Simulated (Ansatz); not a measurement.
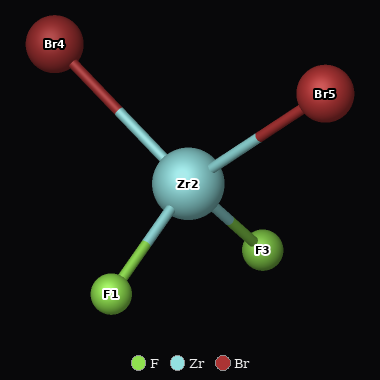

The system is Br₂F₂Zr, SMILES [F][Zr]([F])([Br])[Br]; the picture shows the reference structure. First axis: bond length F1–Zr2. Second axis: bond length Zr2–F3. Nothing is relaxed (all other coordinates rigid). Grid: 7 × 7 points. Points are written as (first, second). Energies: eV, counted from the lowest grid point. Computed with RKS B3LYP-D4/def2-SVP (Ansatz).

Its coordinates:

```xyz
5

F     0.1807   -0.6204    1.8608
Zr    0.0916   -0.1057    0.0420
F     1.3632   -1.1063   -0.9392
Br   -2.1987   -0.5719   -0.8444
Br    0.6131    2.3307   -0.1606
```

Range: bond length F1–Zr2 from 1.590 to 2.460 Å; bond length Zr2–F3 from 1.665 to 2.365 Å.

What landscape does the calculation give?

The lowest grid point is at (1.880 Å, 1.899 Å). No other kind of well shows on this grid. The highest grid point, (2.460 Å, 2.365 Å), lies 3.77 eV above the lowest. Round the minimum the contours are nearly round: the two directions are equally stiff and uncoupled.

```csv
"bond length Zr2–F3 ↓, bond length F1–Zr2 →",1.590,1.735,1.880,2.025,2.170,2.315,2.460
2.365,3.58,1.96,1.58,1.84,2.39,3.07,3.77
2.249,3.08,1.44,1.05,1.29,1.84,2.51,3.21
2.132,2.62,0.97,0.56,0.79,1.33,1.99,2.69
2.015,2.27,0.60,0.17,0.39,0.92,1.57,2.26
1.899,2.15,0.45,0.00,0.20,0.71,1.36,2.03
1.782,2.42,0.68,0.21,0.39,0.88,1.51,2.18
1.665,3.35,1.58,1.07,1.23,1.70,2.31,2.97
```

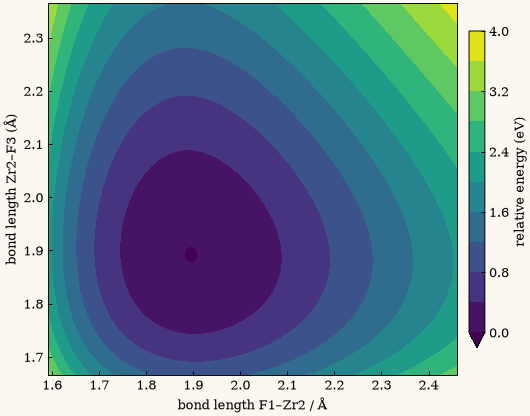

The picture shows filled contours. Between grid points the surface is interpolated.

The whole map (49 points run) took 8.6 min on 1 thread of Arm Neoverse V2, on a shared host.
